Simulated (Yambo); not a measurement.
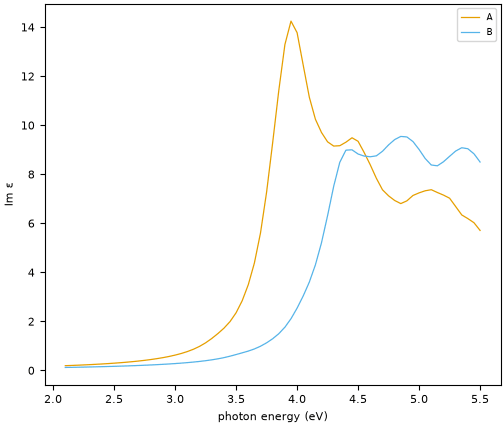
Fig. 1. Two computed absorption spectra of TiO2 (rutile, space group P4_2/mnm, No. 136) (Yambo, LDA bands with the same scissor, field along x)

Axes are Cartesian, with cell vectors (Å) (4.60, 0.00, 0.00), (0.00, 4.60, 0.00), (0.00, 0.00, 2.96).

Question: Which curve includes the electron-hole attraction (BSE)?

Answer: Curve A: the attraction moves weight to lower energy (centre of the plotted range 4.4 eV against 4.7 eV). Settings: 6×6×10 mesh, 5 valence and 6 conduction bands, static screening with 46 bands and a 3 Ry block, scissor 1.48 eV, Tamm-Dancoff. The scissor comes from a G0W0 run whose convergence isn't established. Broadening 0.15 eV. The band window holds all transitions up to 5.5 eV. On this mesh the peak heights and the fine structure are mesh artefacts; only the shift of weight is robust.

Geometry of the Materials Project entry, not relaxed at this level; primitive cell a = 4.5998 Å, b = 4.5998 Å, c = 2.9592 Å, α = 90.00°, β = 90.00°, γ = 90.00°.
